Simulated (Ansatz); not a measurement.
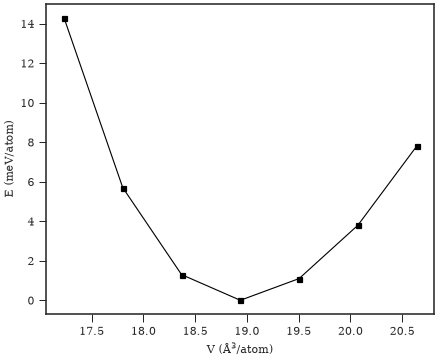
Figure. PtS2 (CdI2 type, P-3m1) under volume change, plane-wave PAW r²SCAN+D4 (Ansatz code), shape and atoms relaxed at each volume.

### Question
What does a third-order Birch–Murnaghan fit give for V₀, B₀ and B′?

### Answer
V₀ = 18.90 Å³/atom, B₀ = 22.3 GPa, B′ = 9.8.

The r²SCAN+D4 relaxation kept the symmetry of its start. The run is not spin-polarised. Scalar-relativistic: spin–orbit coupling is off unless named, which matters more the heavier the elements.

Potentials: the later of the program's two PAW sets.
